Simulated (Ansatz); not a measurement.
## CSeO (carbonyl selenide): where methods fail along a bond

CSeO has 3 atoms, charge 0, and is taken as a singlet. As SMILES, `O=C=[Se]`. Geometry: relaxed at PBE0-D4/def2-TZVP.

```xyz
3

O    -0.8200    0.9949   -0.3465
C    -0.1141    0.1385   -0.0482
Se    0.9341   -1.1334    0.3947
```

The C2–Se3 distance is scanned; the parts on either side stay rigid. Basis STO-3G, 11 core orbitals frozen in the correlated methods; program Ansatz 0.2.0. FCI is exact within this basis and core. Energies in eV from each method's value at 1.707 Å; methods without a U are spin-restricted. The shape above is that at 1.707 Å.

| distance (Å) | r2SCAN | r2SCAN0 | CAM-B3LYP | CCSDT(Q) | FCI |
| --- | --- | --- | --- | --- | --- |
| 1.707 | 0.00 | 0.00 | 0.00 | 0.00 | 0.00 |
| 2.133 | 2.28 | 2.31 | 2.18 | 1.82 | 1.82 |
| 2.560 | 4.45 | 4.28 | 3.95 | 3.25 | 3.25 |
| 3.413 | 5.81 | 5.41 | 5.00 | 3.74 | 3.73 |
| 4.267 | 6.00 | 5.56 | 5.14 | 3.78 | 3.77 |

Departure from the FCI curve at its largest: r2SCAN +2.22 eV at 4.27 Å; r2SCAN0 +1.78 eV at 4.27 Å; CAM-B3LYP +1.37 eV at 4.27 Å; CCSDT(Q) +0.01 eV at 3.41 Å. Restricted functionals keep the electrons paired too, and rise too high.

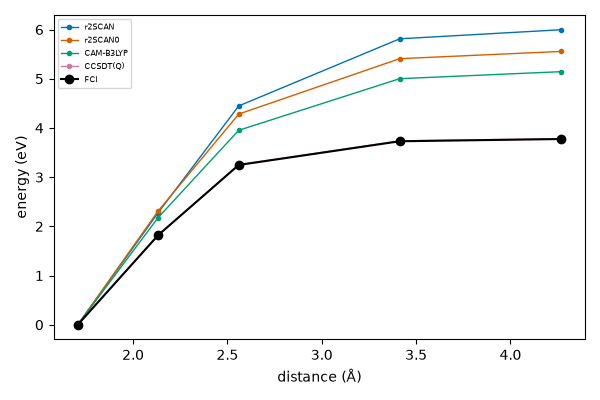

The curves of the table.
